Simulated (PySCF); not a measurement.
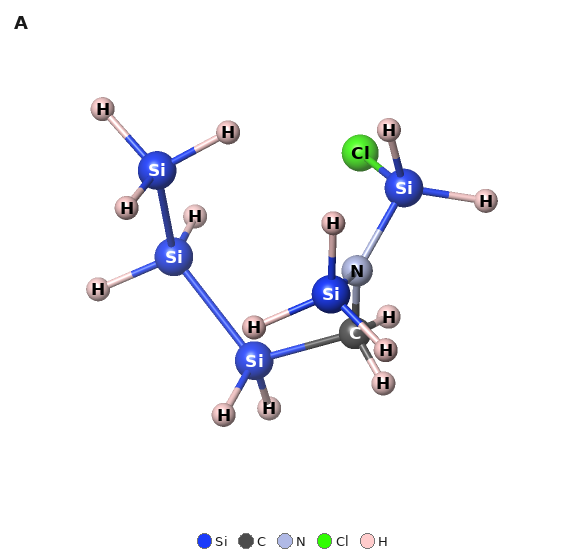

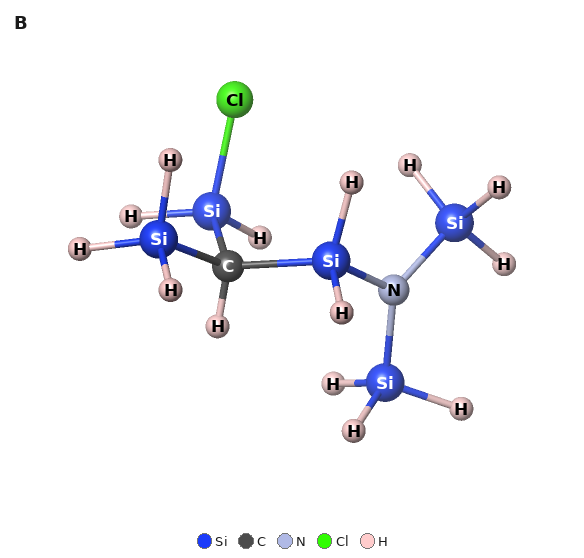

2 stationary structures of one formula. Geometries: GFN2-xTB. Electronic energies: PBE0/pcSseg-1 (PySCF 2.14.0), without zero-point energy. No frequency run is at hand to confirm each as a minimum. Each is one conformer, not always the lowest.

**How are they related?**

They are constitutional isomers of CH14ClNSi5: A `[SiH3][SiH2][SiH2]CN([SiH3])[SiH2]Cl`, B `[SiH3][C@@H]([SiH2]Cl)[SiH2]N([SiH3])[SiH3]`.

**Rank them by energy, lowest first.**

B is lowest; A lies 118.8 kJ/mol above it.

The geometry is semi-empirical. Around Si such bond lengths and angles can be off by a tenth of an ångström or more and by several degrees, and values that hang on the shape move with them.
